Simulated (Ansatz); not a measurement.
```yaml
atoms:
  - { symbol: Si, position_ang: [0.0050, -0.0089, 0.0623] }
  - { symbol: N, position_ang: [0.0972, -0.1869, 1.7993] }
  - { symbol: H, position_ang: [-0.7826, -0.3063, 2.3097] }
  - { symbol: H, position_ang: [0.6995, 0.4637, 2.3116] }
  - { symbol: H, position_ang: [1.4107, -0.0357, -0.4727] }
  - { symbol: H, position_ang: [-0.6491, 1.2491, -0.4741] }
  - { symbol: H, position_ang: [-0.7793, -1.1750, -0.4746] }
```

The calculation used RKS PBE-D4/def2-SVP in Ansatz 0.2.0.

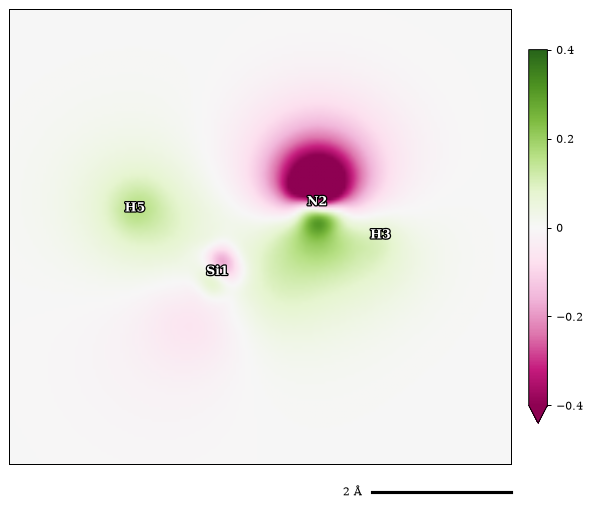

H5NSi. The HOMO on the plane of atoms Si1, N2 and H3 (values in Å⁻³ᐟ²; the overall sign is arbitrary).

Where does this orbital lie, and at what energy?

Answer. Its weight (Hirshfeld) is mainly on N2 (about 65 %) and H6 (about 10 %). Its energy is −5.75 eV.
